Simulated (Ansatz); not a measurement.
A computed series for W: pressure series

Start from W (space group Pm-3n, No. 223; a = 5.033 Å).

Cell and atoms are relaxed at each pressure.

Computed with Ansatz (an electronic-structure program) PBEsol, without spin-orbit coupling.

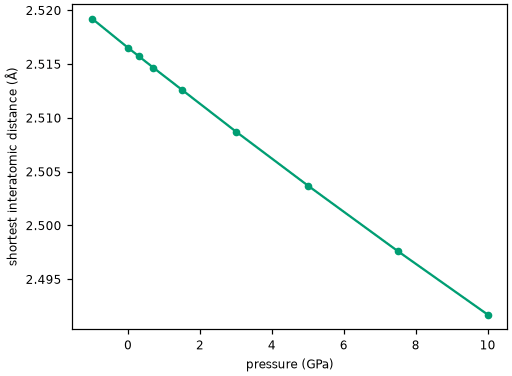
Figure. Shortest interatomic distance against pressure

```
pressure (GPa)  shortest interatomic distance
--------------  -----------------------------
-1                                    2.519 Å
0.3                                   2.516 Å
0.7                                   2.515 Å
1.5                                   2.513 Å
3                                     2.509 Å
5                                     2.504 Å
7.5                                   2.498 Å
10                                    2.492 Å
```

Load acts through the strain it causes; cell and atoms are relaxed under it. No phonon test of stability was made. Competing high-pressure phases were not computed. The final runs are not spin-polarised. This is not the structure that W has at room temperature and ambient pressure.
